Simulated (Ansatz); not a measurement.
Phonons of a relaxed structure of ZnSe by density-functional perturbation theory (low response-accuracy setting, no LO–TO term) at Γ and zone-boundary points with q components 0 or ½ of the primitive reciprocal vectors. These are r2SCAN (plane waves to 500 eV, PAW, scalar-relativistic; Ansatz, a first-principles code) values and carry that method's errors. Γ-centred k-mesh 8×8×8, Fermi–Dirac smearing 0.05 eV.

```
CELL_PARAMETERS angstrom
      0.00000     2.83287     2.83287
      2.83287     0.00000     2.83287
      2.83287     2.83287     0.00000
ATOMIC_POSITIONS crystal
  Se 0.75000 0.75000 0.75000
  Zn 0.00000 0.00000 0.00000
```

Space group F-43m (No. 216), zinc blende type.

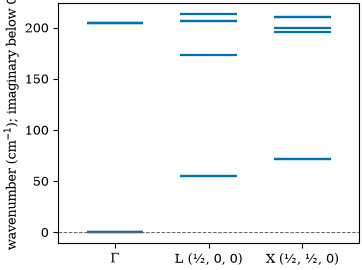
Figure: Phonon wavenumbers at the sampled wavevectors

### Question
Is the structure stable at these points, and where is the highest mode?

### Answer
No instability shows at these points (nothing beyond 15i cm⁻¹, the threshold used here). Other wavevectors were not sampled, so this does not prove stability. The highest mode lies near 215 cm⁻¹.

```tsv
q	wavenumbers (cm⁻¹; i marks imaginary)
Γ	0 (×3), 204 (×3)
L (½, 0, 0)	55 (×2), 173, 206 (×2), 213
X (½, ½, 0)	72 (×2), 195, 200, 210 (×2)
```

No spin polarisation in the result.
